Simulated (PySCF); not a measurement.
# [MnCl4]2- (Cl4Mn, charge −2, sextet): electronic structure

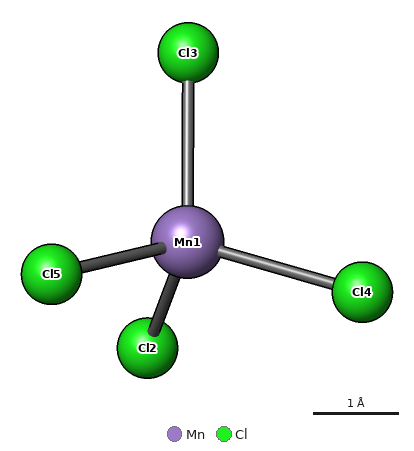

The molecule, with its atoms numbered as below. No frequency check shows the geometry to be a minimum.

Coordinates in Å:

```
Mn1     -0.0001   -0.0003    0.0017
Cl2     -0.2520   -1.8550   -1.3256
Cl3      0.2521    1.8564   -1.3238
Cl4      1.8570   -0.2525    1.3234
Cl5     -1.8570    0.2514    1.3235
```

Part 1: Bonding charge

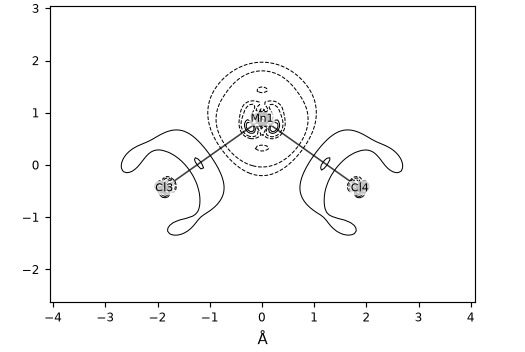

Deformation density (molecule less spherical, spin-averaged free atoms) in the plane of Mn1, Cl3 and Cl4; contours at ±0.05 to ±0.8 e/Å³; solid lines: gain, dashed lines: loss.

PySCF calculation, TPSSh/def2-SVPD, gas phase; geometry: GFN2-xTB. The highest occupied orbitals have positive energy: in the gas phase this ion holds its electrons only through the finite basis. This is a single-reference result, which may miss multireference character in this system. The stability of the open-shell solution wasn't checked. GFN2-xTB doesn't know the spin state, so this open-shell geometry is rough.

Q: How much density has each bond in this plane gained at its critical point, relative to the free atoms?

A: Mn1–Cl4 and Mn1–Cl3: −0.01 e/Å³ at the bond critical point (bond length 2.29 Å). In all, 2.7 electrons gather in the regions of gain relative to the promolecule of neutral atoms (this includes the anion's extra charge). A small or negative value marks a very polar bond, one between electron-rich atoms, whose free-atom densities already overlap strongly, a long bond to a heavier atom, or a closed-shell contact such as a hydrogen bond.

Q: Where do the Hirshfeld charges lie?

A: The highest Hirshfeld charge is on Mn1 (+0.42 e), the lowest on Cl2, Cl3, Cl4 and Cl5 (−0.61 e).

Part 2: Bond critical points

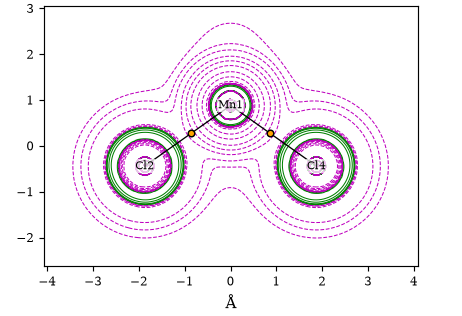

Negative Laplacian of the density (−∇²ρ) in the plane of Mn1, Cl2 and Cl4 (solid green lines positive, dashed magenta lines negative, contours at ±0.02 to ±8 a.u.), with bond paths and bond critical points (dots).

Q: Sort the bonds in the plane by the sign of ∇²ρ at their critical points.

A: At none is it concentrated. Depleted (∇²ρ > 0): Mn1–Cl4 and Mn1–Cl2 (+0.27 a.u., H = −0.003).

Q: Where along Mn1–Cl4 does the critical point lie?

A: 1.06 Å from Mn1 and 1.23 Å from Cl4.

Part 3: Electrostatic potential

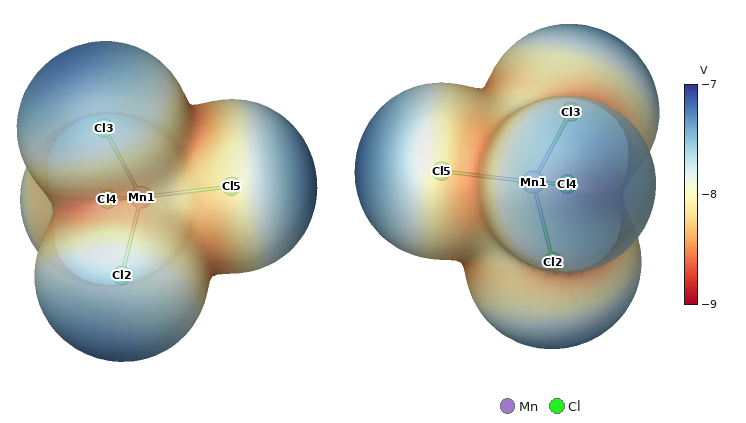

Electrostatic potential on the surface of electron density 0.001 a.u. (back view left, front view right).

Q: Where are the extremes of the potential on the surface?

A: Highest: −7.20 V, 2.2 Å from Cl5, and at like points elsewhere. Lowest: −8.55 V, about equally far (2.3 Å) from Cl2 and Cl4, over Mn1 (2.8 Å), and at like points elsewhere. The surface is sampled at points, so like sites can differ by a few per cent and only the strongest of them is named.

Q: What volume does the surface enclose?

A: About 175 Å³.

Part 4: Spin density

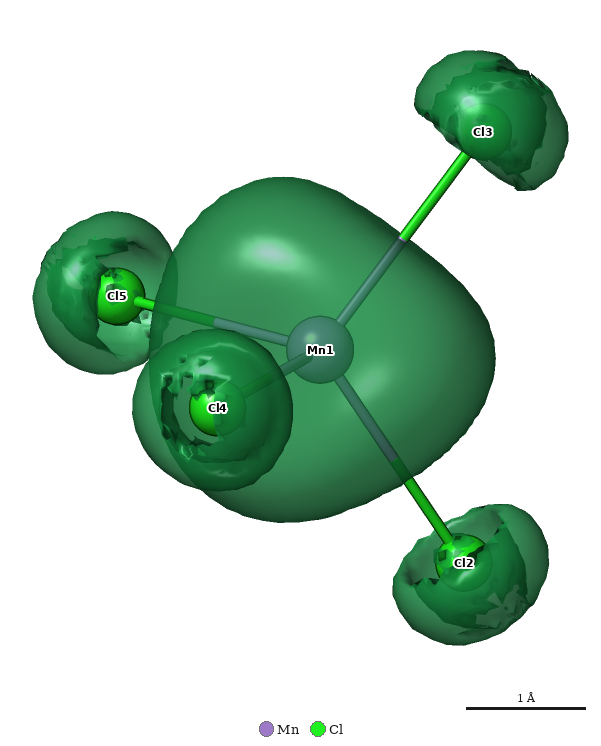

Spin density ρα − ρβ at ±0.02 e/Å³ (green: excess α, purple: excess β).

Q: Where is the unpaired spin?

A: Hirshfeld spin populations: Mn1 +4.46 and Cl2, Cl3, Cl4 and Cl5 +0.14. ⟨S²⟩ = 8.76, against 8.75 for a pure state.

Part 5: In an electric field

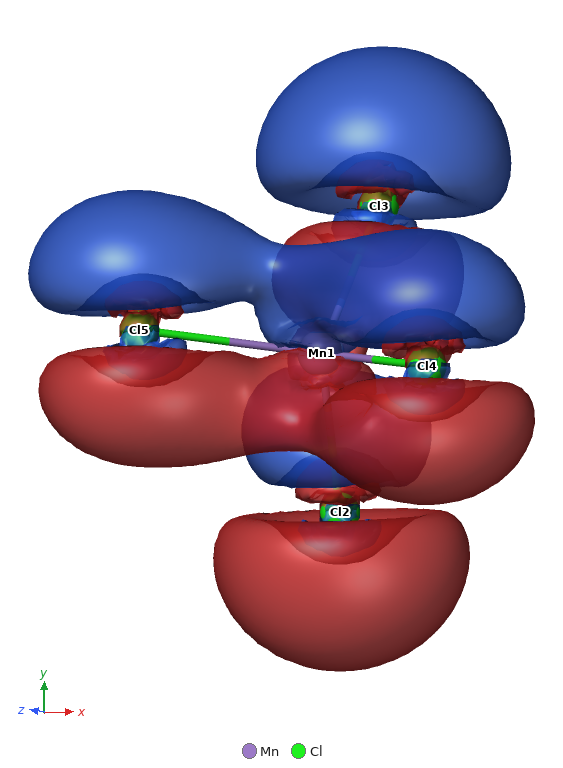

Change of the electron density in a uniform field of 0.15 V/Å, surfaces at ±0.0006 e/Å³ (blue: gain, red: loss).

PySCF calculation, PBE/def2-TZVP, gas phase; geometry: GFN2-xTB. This is a single-reference result, which may miss multireference character in this system. For an anion such functionals hold the outermost electrons too loosely, so the response is rough. The stability of the open-shell solution wasn't checked. The basis has no diffuse functions, which an anion needs. GFN2-xTB doesn't know the spin state, so this open-shell geometry is rough.

Q: Along which Cartesian direction does the field point?

A: Along −y: electrons gather on the +y side, against the field.

Q: What dipole is induced, and what polarisability does it imply?

A: The induced dipole is 0.64 D (along the field); α along this axis, from the fields in both directions, is 84 bohr³ (12.5 Å³).

Q: Which atoms gain and lose the most charge?

A: Electrons gather most on Cl3 (Hirshfeld charge changes by −0.014 e) and leave Cl2 most (+0.015 e); 0.050 electrons are displaced in all.
